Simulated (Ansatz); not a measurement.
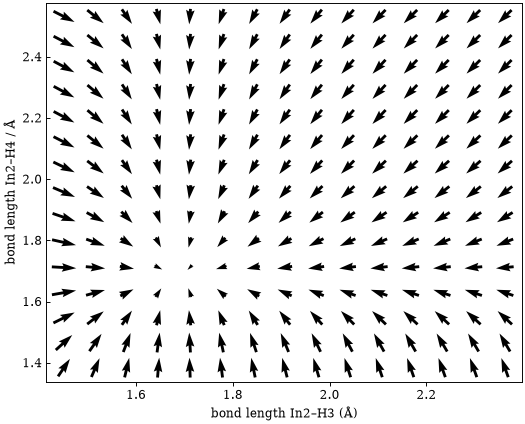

FH2In, SMILES [F][InH2]. Coordinates scanned: (1) bond length In2–H3; (2) bond length In2–H4. Nothing is relaxed (all other coordinates rigid). Grid: 15 × 15 points. The restricted reference is unstable at some or all points, so the energies there are unreliable. These are results of RHF-MP2, frozen core/def2-TZVP in Ansatz 0.2.0, not measurements.

Drawn: arrows along the force (downhill), their lengths compressed.

### The arrows alone are given. Where is the energy lowest?

The arrows converge at about bond length In2–H3 = 1.687 Å, bond length In2–H4 = 1.687 Å (read from the interpolated surface).

The energy map of the same scan:

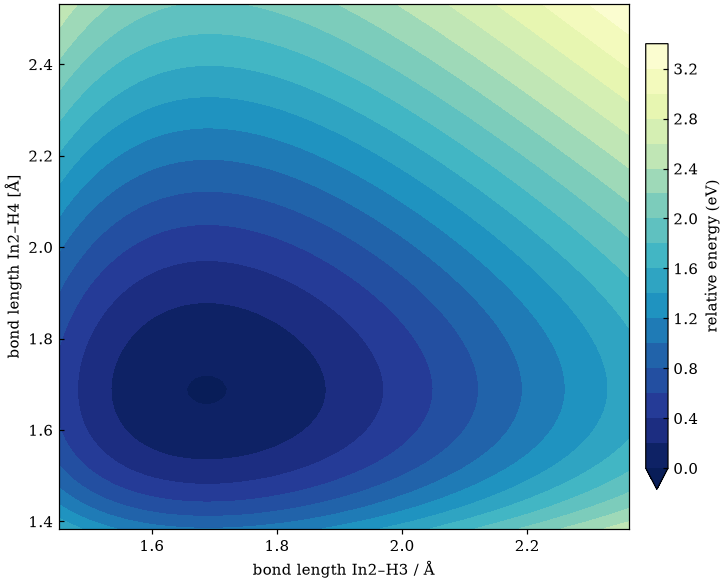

Energies are in eV, from the lowest grid point; between grid points the surface is interpolated.
